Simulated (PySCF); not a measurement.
C4H10O2Sn, SMILES C=[CH][SnH]([O]C)[O]C at its GFN2-xTB optimised geometry (Å):

```
17

Sn    -1.3282    -1.4910     0.0000
C      0.8334    -1.4910     0.0000
C      1.5991    -1.3362     1.0593
O     -2.2045     0.3103     0.0000
C     -1.9097     1.3752    -0.8568
O     -1.6313    -2.2113    -1.8485
C     -2.8569    -2.2960    -2.5194
H     -2.3355    -2.1339     1.2310
H      1.2399    -1.6060    -0.9966
H      1.2039    -1.2271     2.0554
H      2.6768    -1.3120     0.9705
H     -1.9349     1.0834    -1.9105
H     -2.6768     2.1339    -0.6888
H     -0.9316     1.8141    -0.6397
H     -2.6261    -2.4905    -3.5689
H     -3.4345    -1.3705    -2.4535
H     -3.4693    -3.1157    -2.1369
```

Calculation: PBE0/def2-SVP, def2 effective core potentials past Kr (PySCF). The core electrons that the potentials of Sn replace are not part of the density. Cells within 0.4 Å of a nucleus heavier than hydrogen are left out (blank, or x).

Map of the LUMO amplitude (bohr^(-3/2)) on the plane z = 1.0 Å; orbital energy -0.75 eV, overall sign arbitrary:

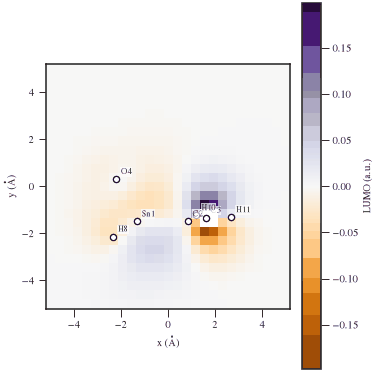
*LUMO amplitude (bohr^(-3/2)) on the plane z = 1.0 Å.*
